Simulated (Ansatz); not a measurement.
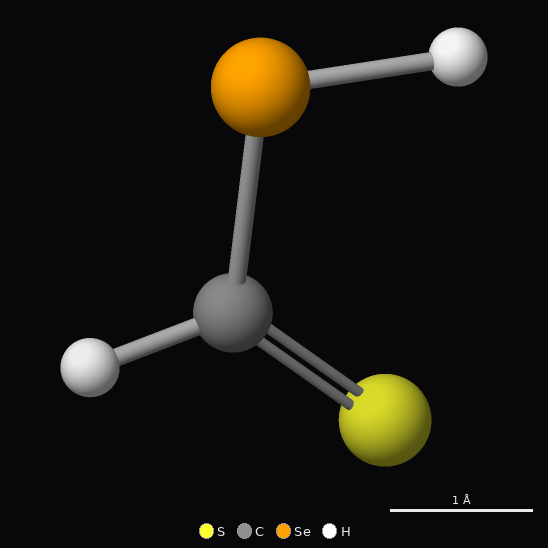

Ball-and-stick drawing of a structure.

Identify the structure.

It has 5 atoms: 1 carbon, 2 hydrogen, 1 sulfur and 1 selenium (CH2SSe). As SMILES it reads `S=C[SeH]`. The point group is Cs. All atoms lie on one plane. Coordination: 1 C trigonal planar; 1 Se bent.

The parts below concern this one geometry. Atoms keep their numbers from picture to picture. The geometry was computed by an optimisation with PBE0-D4/def2-TZVP. No frequency run is at hand to confirm it as a minimum.

**Shape**

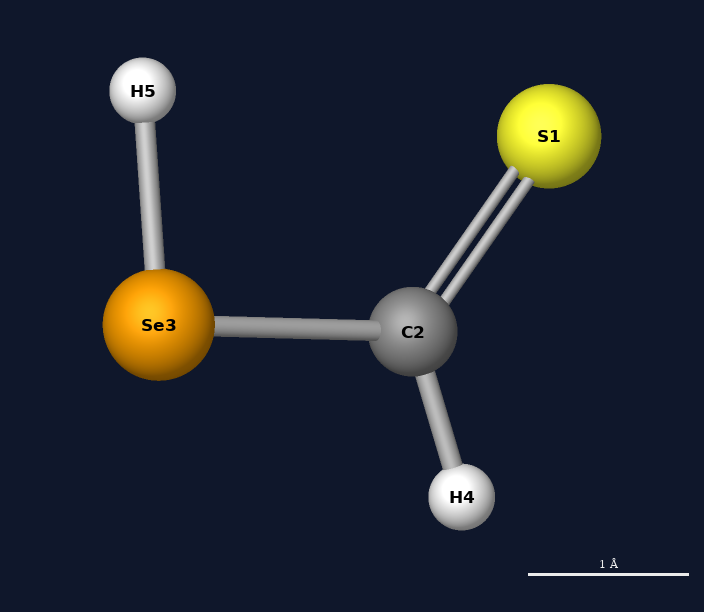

Atoms carry their numbers in the input. No frequency run is at hand to confirm it as a minimum.

Which atoms are bonded, and how long are the bonds?

```json
{"bond": "S1–C2", "length (Å)": "1.608", "order": "double"}
{"bond": "C2–Se3", "length (Å)": "1.874", "order": "single"}
{"bond": "C2–H4", "length (Å)": "1.092", "order": "single"}
{"bond": "Se3–H5", "length (Å)": "1.470", "order": "single"}
```

**Electronic properties**

No frequency run is at hand to confirm it as a minimum. Properties computed with RKS PBE0-D4/def2-TZVPP (Ansatz 0.2.0).

Predict the main results.

- HOMO energy (Kohn–Sham orbital): −6.66 eV
- LUMO energy (Kohn–Sham orbital): −2.33 eV
- HOMO–LUMO gap: 4.33 eV

**Dipole moment**

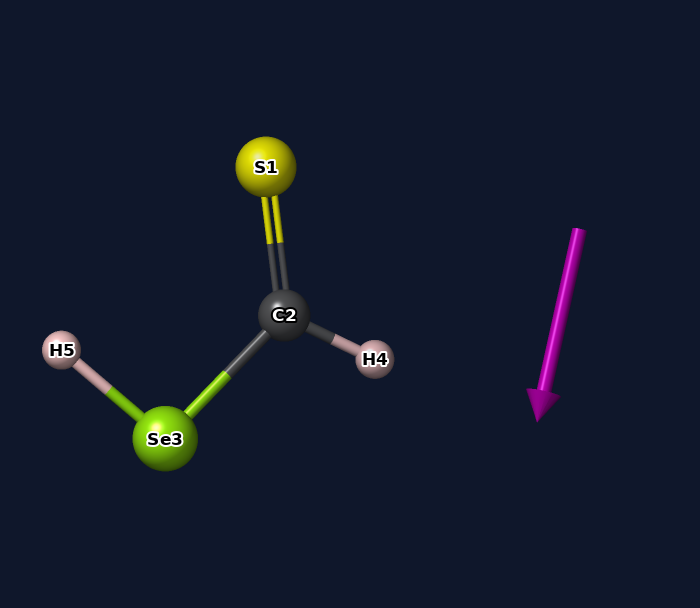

The arrow beside the molecule shows the direction of the dipole moment, from the negative to the positive end (its length means nothing). No frequency run is at hand to confirm it as a minimum. Method: RKS PBE0-D4/def2-TZVP (Ansatz 0.2.0).

Estimate the dipole moment.

Answer. 1.71 D; it points from the side of S1 to the side of Se3 (the outermost atoms at the two ends).

**Charges**

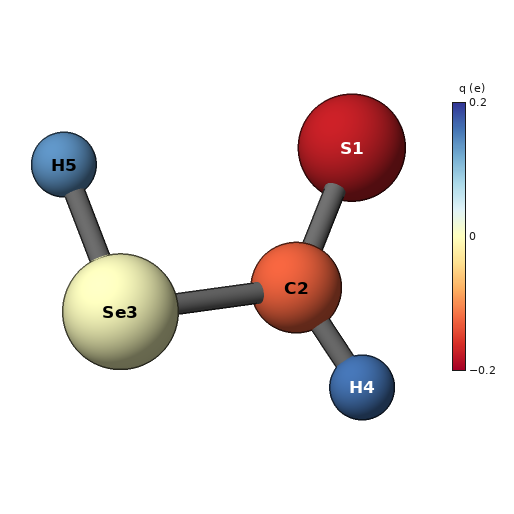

Atoms are coloured by their Mulliken charges. No frequency run is at hand to confirm it as a minimum. Level of theory: RKS PBE0-D4/def2-TZVP (Ansatz 0.2.0).

Give the Mulliken charges atom by atom.

| atom | value (e) |
| --- | --- |
| S1 | −0.17 |
| C2 | −0.13 |
| Se3 | 0.00 |
| H4 | 0.16 |
| H5 | 0.14 |

Mulliken values depend strongly on the basis set and can even reverse the polarity of a bond.
